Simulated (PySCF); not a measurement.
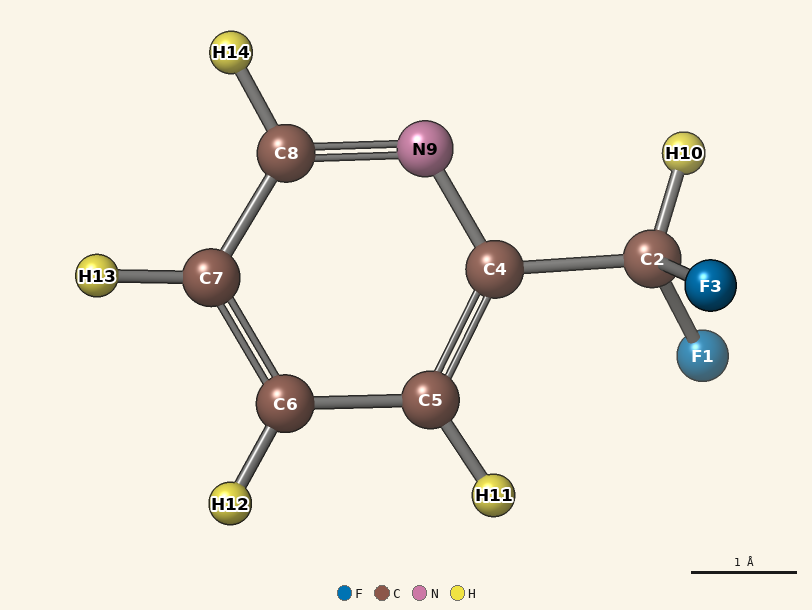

Orthographic view. Depth is shown by fading: the farther an atom, the more it takes the colour of the background. The computed structure is the end point of a PBE0-D3(BJ)/def2-SVP optimisation. No frequency run is at hand to confirm it as a minimum.

Write a MOL file (V2000) with the atoms in numerical order, bonds sorted by atom number with the orders drawn, and coordinates in the frame of the picture: x right, y up, z towards the viewer, origin at the mean position.

```
C6H5F2N
                    3D

 14 14  0  0  0  0  0  0  0  0999 V2000
    2.6600   -0.6500   -1.0400 F   0  0  0  0  0  0  0  0  0  0  0  0
    2.1800    0.2800   -0.1800 C   0  0  0  0  0  0  0  0  0  0  0  0
    2.7300    0.0200    1.0300 F   0  0  0  0  0  0  0  0  0  0  0  0
    0.6800    0.1800   -0.0900 C   0  0  0  0  0  0  0  0  0  0  0  0
    0.0600   -1.0700    0.0600 C   0  0  0  0  0  0  0  0  0  0  0  0
   -1.3200   -1.1000    0.1800 C   0  0  0  0  0  0  0  0  0  0  0  0
   -2.0300    0.1000    0.1400 C   0  0  0  0  0  0  0  0  0  0  0  0
   -1.3100    1.2900   -0.0200 C   0  0  0  0  0  0  0  0  0  0  0  0
    0.0100    1.3300   -0.1300 N   0  0  0  0  0  0  0  0  0  0  0  0
    2.4800    1.2900   -0.5100 H   0  0  0  0  0  0  0  0  0  0  0  0
    0.6600   -1.9800    0.0800 H   0  0  0  0  0  0  0  0  0  0  0  0
   -1.8500   -2.0500    0.3000 H   0  0  0  0  0  0  0  0  0  0  0  0
   -3.1200    0.1200    0.2300 H   0  0  0  0  0  0  0  0  0  0  0  0
   -1.8400    2.2500   -0.0600 H   0  0  0  0  0  0  0  0  0  0  0  0
  1  2  1  0
  2  3  1  0
  2  4  1  0
  2 10  1  0
  4  5  2  0
  4  9  1  0
  5  6  1  0
  5 11  1  0
  6  7  2  0
  6 12  1  0
  7  8  1  0
  7 13  1  0
  8  9  2  0
  8 14  1  0
M  END
```
